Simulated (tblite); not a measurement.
**Geometry relaxation of C₅H₁₇ClF₂O₅Si₅ (part 3 of 3)**

The same run, continued: C₅H₁₇ClF₂O₅Si₅; GFN2-xTB geometry optimisation, gas phase (tblite 0.8.0). The run did not end well.

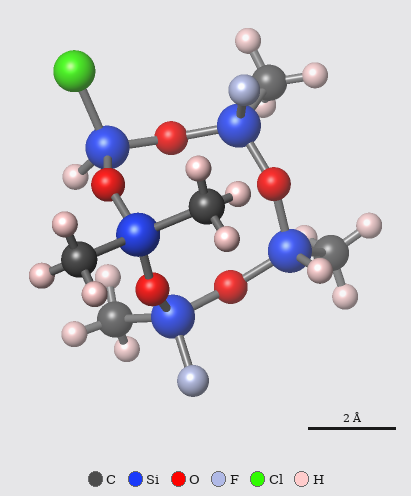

Fig. 1: The geometry at step 481 of the log (ball-and-stick view, seen at a tilt).

Trajectory as extended XYZ, continued:
```
35
Properties=species:S:1:pos:R:3:forces:R:3 step=320 energy=-1717.05499
C     2.9546   -2.5761    0.4987   -0.0110   0.0000  -0.0100
Si    1.3743   -1.6316    0.9408   -0.0070   0.0070  -0.0010
O     1.6633   -0.0301    1.0138    0.0140   0.0030   0.0000
Si    2.1219    1.3423    0.3135   -0.0060  -0.0020  -0.0120
C     3.8908    1.3244   -0.3285   -0.0270  -0.0020  -0.0080
F     1.9085    2.4060    1.5022    0.0090  -0.0080  -0.0330
O     1.1499    1.7568   -0.9046   -0.0160   0.0170   0.0170
Si   -0.2429    2.4180   -1.3991    0.0050  -0.0030   0.0080
Cl   -0.0712    4.3907   -1.3589    0.0010  -0.0170   0.0050
O    -1.4760    2.0692   -0.4344   -0.0140  -0.0230  -0.0080
Si   -2.2350    0.9297    0.4675   -0.0220  -0.0200  -0.0210
C    -4.0909    1.2894    0.3425   -0.0180   0.0060  -0.0070
C    -1.5277    0.9124    2.2202    0.0190  -0.0070   0.0070
O    -1.9974   -0.4885   -0.3110    0.0270  -0.0160  -0.0010
Si   -1.2606   -1.8692   -0.6594    0.0030  -0.0190  -0.0050
C    -1.4537   -2.3604   -2.4680    0.0260   0.0150   0.0410
F    -1.9698   -2.9530    0.3075    0.0040   0.0220  -0.0160
O     0.2972   -1.9137   -0.2411   -0.0070  -0.0180  -0.0030
H     3.7779   -2.2625    1.1332   -0.0240   0.0130   0.0000
H     2.8288   -3.6452    0.6348   -0.0220  -0.0020  -0.0020
H     3.2538   -2.4137   -0.5338   -0.0140   0.0200  -0.0100
H     0.8010   -1.9064    2.2506    0.0020   0.0010   0.0260
H     4.5748    0.9559    0.4297   -0.0140   0.0340  -0.0190
H     3.9817    0.6818   -1.1990    0.0250  -0.0020   0.0070
H     4.2121    2.3194   -0.6218    0.0140  -0.0210   0.0330
H    -0.4312    1.8886   -2.7348    0.0070  -0.0170   0.0090
H    -4.6700    0.4713    0.7575    0.0100  -0.0010   0.0130
H    -4.3571    2.1906    0.8845    0.0060   0.0020  -0.0080
H    -4.4048    1.4221   -0.6884    0.0100   0.0060  -0.0140
H    -0.4431    0.8683    2.1985    0.0370  -0.0120  -0.0100
H    -1.8835    0.0489    2.7734   -0.0030  -0.0080   0.0130
H    -1.8063    1.8023    2.7763   -0.0090   0.0080   0.0020
H    -2.4807   -2.2284   -2.7974    0.0710   0.0030   0.0060
H    -0.8093   -1.7710   -3.1138   -0.0540  -0.0070  -0.0010
H    -1.1909   -3.4061   -2.6054   -0.0230   0.0490   0.0020
35
Properties=species:S:1:pos:R:3:forces:R:3 step=374 energy=-1717.08885
C     2.8864   -2.6276    0.5139   -0.0060   0.0000  -0.0010
Si    1.3507   -1.6210    0.9708    0.0020  -0.0070   0.0010
O     1.7135   -0.0324    1.0285    0.0070  -0.0080  -0.0060
Si    2.1151    1.3376    0.2891   -0.0150   0.0030  -0.0020
C     3.9202    1.4398   -0.2269   -0.0010  -0.0050   0.0010
F     1.7694    2.4467    1.4019   -0.0120  -0.0020   0.0040
O     1.1737    1.6165   -0.9896   -0.0140   0.0020  -0.0080
Si   -0.2812    2.0461   -1.5534    0.0100   0.0040  -0.0020
Cl   -0.2591    3.9946   -1.9052    0.0080  -0.0010  -0.0030
O    -1.4646    1.8161   -0.4985   -0.0020  -0.0060  -0.0030
Si   -2.2487    0.8342    0.5548    0.0190   0.0080  -0.0040
C    -4.0782    1.3172    0.4614    0.0080  -0.0090   0.0030
C    -1.4512    0.9350    2.2668    0.0030   0.0030   0.0100
O    -2.1323   -0.6755   -0.0599    0.0070  -0.0050   0.0030
Si   -1.2741   -1.8834   -0.6781   -0.0250   0.0000   0.0090
C    -1.4035   -2.0329   -2.5502    0.0100   0.0020  -0.0030
F    -1.9228   -3.1781    0.0332    0.0140   0.0020   0.0050
O     0.2686   -1.8834   -0.2099   -0.0110   0.0080  -0.0030
H     3.7160   -2.3841    1.1704   -0.0070  -0.0020  -0.0130
H     2.6997   -3.6932    0.6008   -0.0030   0.0120   0.0000
H     3.2028   -2.4339   -0.5087    0.0030   0.0050   0.0120
H     0.7757   -1.8523    2.2895    0.0010  -0.0090  -0.0060
H     4.5637    1.2291    0.6211    0.0050  -0.0070  -0.0080
H     4.1601    0.7296   -1.0116    0.0020  -0.0020   0.0060
H     4.1686    2.4314   -0.5916   -0.0100   0.0000  -0.0010
H    -0.4529    1.2539   -2.7554    0.0050   0.0100   0.0100
H    -4.6961    0.5739    0.9534   -0.0110   0.0090  -0.0010
H    -4.2563    2.2709    0.9473    0.0000  -0.0110  -0.0140
H    -4.4171    1.4037   -0.5670    0.0030  -0.0060   0.0090
H    -0.3745    0.8073    2.2017    0.0020  -0.0090  -0.0110
H    -1.8396    0.1620    2.9233    0.0050   0.0000   0.0020
H    -1.6355    1.8944    2.7406   -0.0090   0.0090  -0.0070
H    -2.4274   -1.8769   -2.8751    0.0010   0.0000   0.0050
H    -0.7787   -1.3095   -3.0635    0.0090   0.0040   0.0080
H    -1.1017   -3.0232   -2.8778    0.0020   0.0080   0.0050
35
Properties=species:S:1:pos:R:3:forces:R:3 step=427 energy=-1717.09519
C     2.9163   -2.6304    0.4608    0.0050  -0.0040   0.0000
Si    1.3728   -1.6830    1.0058    0.0020  -0.0020   0.0000
O     1.6893   -0.0839    1.0685   -0.0010   0.0030  -0.0010
Si    2.0614    1.2722    0.2901   -0.0010   0.0040  -0.0030
C     3.8656    1.3966   -0.2253    0.0020  -0.0020  -0.0010
F     1.6878    2.4033    1.3717    0.0020   0.0010   0.0000
O     1.1189    1.4939   -1.0002   -0.0040   0.0050  -0.0010
Si   -0.2937    2.0517   -1.5605    0.0050   0.0010   0.0070
Cl   -0.1619    4.0168   -1.7675   -0.0030  -0.0050   0.0000
O    -1.5164    1.7918   -0.5590   -0.0030   0.0000   0.0050
Si   -2.2579    0.8404    0.5530    0.0030   0.0000  -0.0070
C    -4.0969    1.2809    0.4499   -0.0050  -0.0010   0.0000
C    -1.4446    1.0306    2.2496   -0.0010  -0.0020   0.0000
O    -2.1139   -0.6960    0.0172    0.0070  -0.0010  -0.0010
Si   -1.2760   -1.8998   -0.6346   -0.0120   0.0010   0.0050
C    -1.3409   -1.9642   -2.5147    0.0010   0.0010   0.0020
F    -1.9736   -3.2021    0.0115    0.0030   0.0040  -0.0040
O     0.2533   -1.9664   -0.1310   -0.0030  -0.0010  -0.0050
H     3.7431   -2.4497    1.1400    0.0010   0.0030   0.0010
H     2.7361   -3.7000    0.4378    0.0000  -0.0010   0.0020
H     3.2345   -2.3288   -0.5346    0.0010  -0.0050   0.0000
H     0.8562   -1.9453    2.3419   -0.0030  -0.0030   0.0010
H     4.5141    1.1999    0.6222   -0.0010   0.0010  -0.0030
H     4.1157    0.6849   -1.0054   -0.0010   0.0010   0.0000
H     4.0978    2.3896   -0.5972   -0.0010  -0.0010   0.0000
H    -0.4739    1.3574   -2.8193    0.0040   0.0000  -0.0010
H    -4.6840    0.6472    1.1054   -0.0020  -0.0010   0.0020
H    -4.2714    2.3112    0.7414    0.0020  -0.0030  -0.0010
H    -4.4787    1.1548   -0.5590    0.0000   0.0010  -0.0010
H    -0.3761    0.8461    2.1871    0.0010  -0.0020  -0.0010
H    -1.8609    0.3262    2.9636   -0.0010   0.0050   0.0020
H    -1.5811    2.0305    2.6508    0.0010   0.0010  -0.0030
H    -2.3532   -1.8015   -2.8711   -0.0020   0.0030   0.0000
H    -0.7041   -1.2088   -2.9638    0.0010  -0.0030   0.0010
H    -1.0153   -2.9337   -2.8792    0.0030   0.0040  -0.0010
35
Properties=species:S:1:pos:R:3:forces:R:3 step=481 energy=-1717.09668
C     2.9278   -2.6480    0.4890   -0.0020  -0.0010  -0.0010
Si    1.3737   -1.7044    1.0106    0.0060   0.0020   0.0010
O     1.6787   -0.1024    1.0611    0.0010   0.0020  -0.0050
Si    2.0522    1.2583    0.2910   -0.0010   0.0010  -0.0040
C     3.8502    1.3758   -0.2489   -0.0040  -0.0030   0.0000
F     1.6994    2.3826    1.3864   -0.0010  -0.0020  -0.0040
O     1.0983    1.5002   -0.9870   -0.0020   0.0000   0.0000
Si   -0.3072    2.0677   -1.5542    0.0030   0.0010   0.0010
Cl   -0.1839    4.0380   -1.7126    0.0010  -0.0010   0.0040
O    -1.5459    1.7731   -0.5825    0.0000  -0.0010   0.0000
Si   -2.2606    0.8292    0.5532   -0.0040   0.0000  -0.0010
C    -4.1081    1.2344    0.4558   -0.0070   0.0020  -0.0010
C    -1.4369    1.0742    2.2374    0.0010   0.0000   0.0030
O    -2.0898   -0.7148    0.0500    0.0000  -0.0030   0.0030
Si   -1.2646   -1.9064   -0.6389    0.0010   0.0010   0.0010
C    -1.3221   -1.9092   -2.5202    0.0010   0.0010   0.0000
F    -1.9783   -3.2200   -0.0359    0.0010   0.0040  -0.0020
O     0.2617   -2.0045   -0.1297    0.0030   0.0010   0.0010
H     3.7613   -2.4132    1.1433   -0.0050  -0.0020  -0.0020
H     2.7693   -3.7206    0.5281    0.0020   0.0020   0.0020
H     3.2237   -2.3973   -0.5272    0.0000   0.0000   0.0020
H     0.8502   -1.9612    2.3455   -0.0010   0.0010  -0.0010
H     4.5108    1.1753    0.5884   -0.0020   0.0010  -0.0050
H     4.0847    0.6640   -1.0339    0.0020   0.0000   0.0030
H     4.0809    2.3681   -0.6236   -0.0010  -0.0050   0.0040
H    -0.4649    1.4058   -2.8333   -0.0020  -0.0020  -0.0010
H    -4.6756    0.6258    1.1514    0.0030   0.0000  -0.0010
H    -4.2954    2.2753    0.6974    0.0000  -0.0030   0.0000
H    -4.5026    1.0507   -0.5393    0.0030   0.0020   0.0010
H    -0.3866    0.8004    2.1944    0.0020   0.0000   0.0000
H    -1.9079    0.4625    3.0010    0.0010  -0.0010   0.0010
H    -1.4916    2.1094    2.5608   -0.0020   0.0010  -0.0010
H    -2.3296   -1.7135   -2.8736    0.0010   0.0020  -0.0040
H    -0.6684   -1.1516   -2.9401    0.0010   0.0000  -0.0010
H    -1.0141   -2.8715   -2.9177    0.0010  -0.0010   0.0030
35
Properties=species:S:1:pos:R:3:forces:R:3 step=534 energy=-1717.09796
C     2.9342   -2.6667    0.5663    0.0040  -0.0050   0.0010
Si    1.3665   -1.7214    1.0400    0.0020  -0.0050   0.0040
O     1.6474   -0.1147    1.0381    0.0110   0.0010  -0.0060
Si    2.0187    1.2241    0.2311    0.0030   0.0060  -0.0010
C     3.8141    1.3213   -0.3213   -0.0060  -0.0010   0.0010
F     1.6842    2.3722    1.3078    0.0020   0.0060  -0.0030
O     1.0500    1.4454   -1.0406   -0.0060   0.0000   0.0070
Si   -0.3464    2.0786   -1.5637    0.0100   0.0140  -0.0020
Cl   -0.1759    4.0508   -1.6259   -0.0010  -0.0060  -0.0040
O    -1.5831    1.7632   -0.5961    0.0000   0.0090  -0.0020
Si   -2.2606    0.8202    0.5626   -0.0080   0.0010   0.0100
C    -4.1176    1.1842    0.4870   -0.0120  -0.0010   0.0000
C    -1.4314    1.1123    2.2364    0.0050   0.0030   0.0110
O    -2.0502   -0.7261    0.0849   -0.0090  -0.0090   0.0000
Si   -1.2394   -1.9016   -0.6475   -0.0080  -0.0040  -0.0240
C    -1.2363   -1.8094   -2.5279    0.0020   0.0030  -0.0050
F    -2.0075   -3.2232   -0.1369    0.0040   0.0050   0.0020
O     0.2652   -2.0746   -0.0944   -0.0090   0.0000  -0.0060
H     3.7627   -2.3838    1.2075    0.0020  -0.0020   0.0000
H     2.7917   -3.7376    0.6651    0.0000  -0.0030   0.0040
H     3.2284   -2.4702   -0.4619   -0.0040   0.0100   0.0000
H     0.8331   -1.9385    2.3774   -0.0020  -0.0040   0.0150
H     4.4751    1.1165    0.5149   -0.0010   0.0010  -0.0110
H     4.0386    0.6043   -1.1046    0.0000   0.0060   0.0040
H     4.0537    2.3106   -0.6988   -0.0010  -0.0110   0.0000
H    -0.5365    1.4796   -2.8689    0.0040   0.0020   0.0020
H    -4.6650    0.5248    1.1519   -0.0020   0.0060  -0.0040
H    -4.3303    2.2058    0.7843    0.0020  -0.0110  -0.0030
H    -4.5130    1.0440   -0.5148    0.0070  -0.0020   0.0020
H    -0.3807    0.8395    2.1988    0.0030  -0.0020   0.0000
H    -1.8994    0.5232    3.0192    0.0020  -0.0080  -0.0010
H    -1.4875    2.1562    2.5304    0.0000   0.0060  -0.0030
H    -2.2174   -1.5321   -2.9022    0.0150  -0.0090   0.0030
H    -0.5227   -1.0750   -2.8883   -0.0030  -0.0100   0.0060
H    -0.9744   -2.7693   -2.9638   -0.0070   0.0120   0.0040
35
Properties=species:S:1:pos:R:3:forces:R:3 step=588 energy=-1717.10410
C     2.8899   -2.7161    0.7589    0.0080  -0.0040   0.0030
Si    1.3365   -1.7145    1.1587   -0.0020  -0.0060   0.0030
O     1.6398   -0.1196    1.0052    0.0060   0.0030   0.0070
Si    1.9875    1.1724    0.1188    0.0050   0.0100  -0.0030
C     3.7231    1.1702   -0.6052    0.0190  -0.0030  -0.0020
F     1.8025    2.3684    1.1790   -0.0030   0.0080   0.0010
O     0.9169    1.3999   -1.0670   -0.0060   0.0070  -0.0040
Si   -0.4475    2.1430   -1.5289   -0.0140   0.0000  -0.0030
Cl   -0.1893    4.1051   -1.4834    0.0030  -0.0020   0.0040
O    -1.6839    1.8219   -0.5602   -0.0020  -0.0110   0.0070
Si   -2.3038    0.8210    0.5850    0.0030  -0.0070   0.0040
C    -4.1792    1.0805    0.5400    0.0030   0.0040   0.0020
C    -1.4453    1.1177    2.2446   -0.0010   0.0000   0.0000
O    -2.0359   -0.7047    0.0726    0.0000   0.0000  -0.0120
Si   -1.1861   -1.8493   -0.6644    0.0010  -0.0060  -0.0060
C    -0.9230   -1.5964   -2.5117    0.0000   0.0050  -0.0010
F    -2.0580   -3.1725   -0.3755    0.0000   0.0040  -0.0100
O     0.2136   -2.1506    0.0773   -0.0030  -0.0130  -0.0100
H     3.7133   -2.4248    1.4029    0.0040   0.0030   0.0030
H     2.7212   -3.7784    0.9016   -0.0060   0.0030   0.0010
H     3.2082   -2.5705   -0.2708   -0.0050   0.0030   0.0030
H     0.8015   -1.8092    2.5098    0.0010  -0.0060   0.0150
H     4.4541    0.9637    0.1692    0.0100  -0.0050   0.0100
H     3.8416    0.4190   -1.3792   -0.0050  -0.0060  -0.0070
H     3.9675    2.1338   -1.0407   -0.0060   0.0080  -0.0050
H    -0.6798    1.6301   -2.8632   -0.0090   0.0010   0.0000
H    -4.6856    0.3092    1.1103    0.0090   0.0080   0.0020
H    -4.4577    2.0407    0.9609   -0.0030   0.0020  -0.0100
H    -4.5598    1.0415   -0.4765   -0.0010   0.0070   0.0050
H    -0.3758    0.9466    2.1579   -0.0010   0.0000  -0.0010
H    -1.8259    0.4507    3.0121    0.0010   0.0010   0.0010
H    -1.5867    2.1372    2.5910   -0.0040   0.0020  -0.0020
H    -1.7803   -1.1088   -2.9662    0.0110  -0.0110   0.0050
H    -0.0494   -0.9785   -2.6981   -0.0170  -0.0060  -0.0060
H    -0.7755   -2.5460   -3.0183    0.0050   0.0110   0.0050
```
